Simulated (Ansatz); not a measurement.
Consider C2H5FOSi.

```
atom    x (Å)    y (Å)    z (Å)
   F  -2.6526   0.8400   0.3339
   C  -1.4990   1.1273   0.9432
   C  -0.3369   0.5724   0.5765
   O  -0.2469  -0.3205  -0.4388
  Si   1.1597  -1.0772  -0.9565
   H  -1.5843   1.8490   1.7596
   H   0.5758   0.8520   1.1197
   H   0.7539  -1.9541  -2.0818
   H   1.7556  -1.8788   0.1544
   H   2.1578  -0.0612  -1.4073
```

These are results of Ansatz 0.2.0, RKS r2SCAN/def2-SVP, not measurements.

> What will maps of the electron density and electron localisation function show?

C–F (1.34 Å): ρ at the midpoint is about 2.3 e/Å³; the ELF peaks at about 0.85 between the atoms; a shared but strongly polarised pair.
C–C (1.34 Å): ρ is about 2.3 e/Å³ halfway; the ELF peaks at about 0.95 between the atoms; a short, multiple covalent bond.
C–O (1.36 Å): the density is about 2.3 e/Å³ at the midpoint, with its minimum of 1.9 e/Å³ about 0.5 Å from C; the ELF peaks at about 0.90 between the atoms, as expected for a shared but strongly polarised pair.
Si–O (1.68 Å): ρ at the midpoint is about 1 e/Å³; the ELF peaks at about 0.85 between the atoms (a shared but strongly polarised pair).

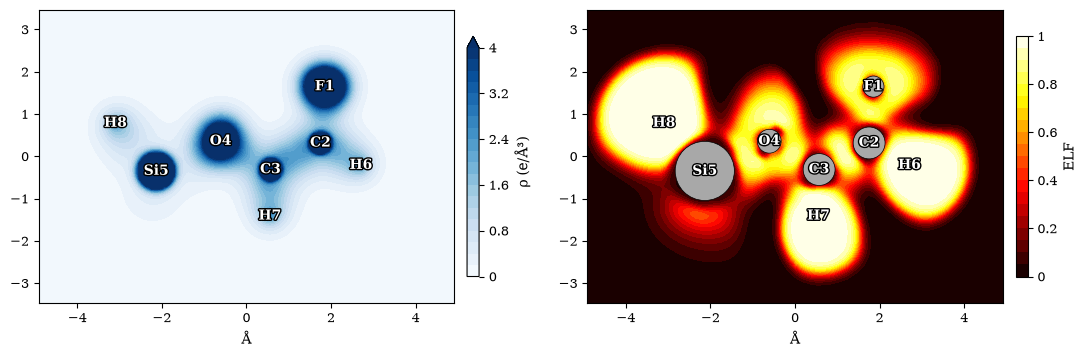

Computed electron density and electron localisation function on the plane of atoms O4, Si5 and H8, in this order. Grey discs cover the atomic cores in the ELF map. 
